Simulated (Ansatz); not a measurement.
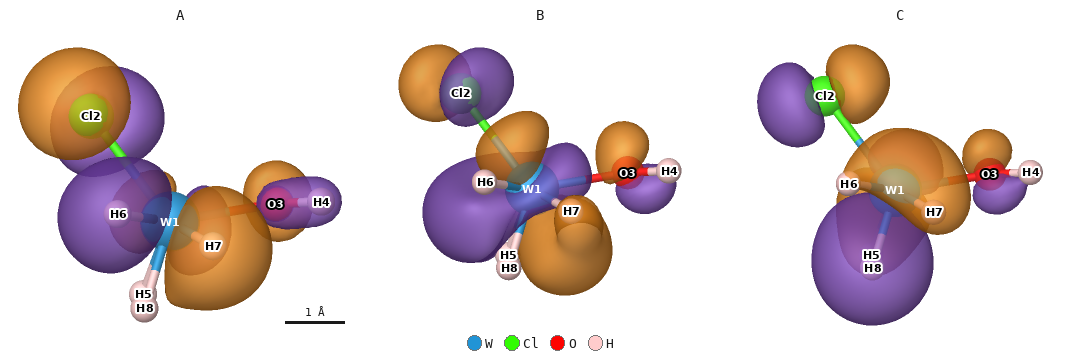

Figure 1: ClH$_{5}$OW. Three frontier orbitals at ±0.1 Å⁻³ᐟ² (orange and purple are the two phases), in no order.

Core potentials replace the inner electrons of W.

Theory: Ansatz 0.2.0, RKS B3LYP-D4/def2-SVP.

```yaml
atoms:
  - { symbol: W, position_ang: [0.2050, 0.1254, 0.2825] }
  - { symbol: Cl, position_ang: [-0.4890, 0.3598, 2.4659] }
  - { symbol: O, position_ang: [2.0225, -0.3290, 0.1449] }
  - { symbol: H, position_ang: [2.4361, -1.1229, -0.2209] }
  - { symbol: H, position_ang: [0.1172, 1.6720, -0.4032] }
  - { symbol: H, position_ang: [-1.2171, -0.7670, 0.2528] }
  - { symbol: H, position_ang: [0.1199, -1.1983, -0.7380] }
  - { symbol: H, position_ang: [-0.6974, 0.3081, -1.1339] }
```

**Order the three orbitals by energy and name them.**

C is the HOMO−1 (−8.35 eV). Its weight (Hirshfeld) is mainly on W1 (about 45 %), H8 (about 25 %) and Cl2 (about 15 %). A is the HOMO (−7.77 eV). Its weight (Hirshfeld) is mainly on W1 (about 30 %), Cl2 (about 30 %), H6 (about 15 %), H7 (about 15 %) and O3 (about 5 %). B is the LUMO (−2.82 eV). It lies mainly on W1 (about 65 %), Cl2 (about 10 %) and O3 (about 10 %).

**What is the HOMO–LUMO gap?**

4.95 eV between the orbital energies.
